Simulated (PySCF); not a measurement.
```csv
atom,x (Å),y (Å),z (Å)
C,-2.8434,0.2566,-0.1945
O,-1.4401,0.4656,-0.2201
C,-0.6899,-0.5708,0.1854
O,-1.1516,-1.6220,0.5565
C,0.7417,-0.2630,0.1201
C,1.3707,0.9445,-0.3021
C,2.7040,0.7266,-0.1736
O,2.9429,-0.5149,0.2915
C,1.7644,-1.1087,0.4672
H,-3.2956,1.1793,-0.5491
H,-3.1755,0.0311,0.8212
H,-3.1132,-0.5791,-0.8439
H,0.8784,1.8292,-0.6464
H,3.5548,1.3486,-0.3693
H,1.7480,-2.1152,0.8351
```

Geometry: GFN2-xTB, NEB image 0 of 0 to 8.

All numbers below come from PBE0/pcSseg-1, SCF density, gas phase, non-relativistic (PySCF).

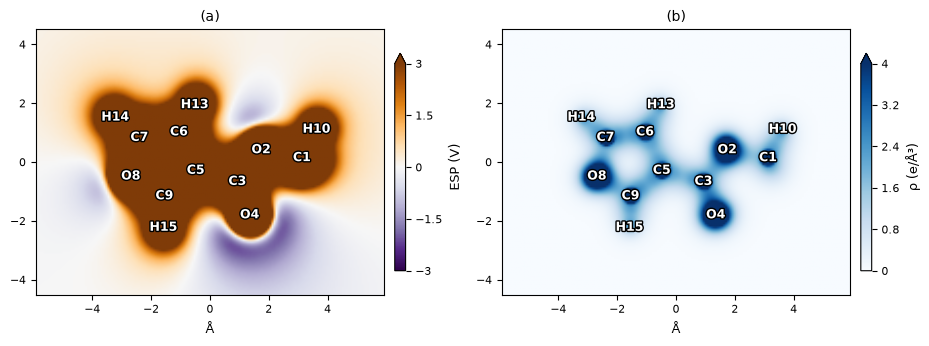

C$_{6}$H$_{6}$O$_{3}$ (SMILES COC(=O)c1ccoc1). (a) molecular electrostatic potential; (b) total electron density on the plane of atoms C5, C6 and H13.

Interpret the plot.

Atoms in the plane: C, O and H. C–O (1.21 Å): ρ is about 3.3 e/Å³ halfway. C–C (1.36 Å): ρ at the midpoint is about 2.2 e/Å³. C–H (1.07 Å): ρ is about 2.1 e/Å³ halfway. C–O (1.33 Å): ρ is about 2.5 e/Å³ halfway. C–C (1.43 Å): the density is about 1.9 e/Å³ at the midpoint. Outside the dense part of the molecule the potential is most negative (−2.1 V) near O4.
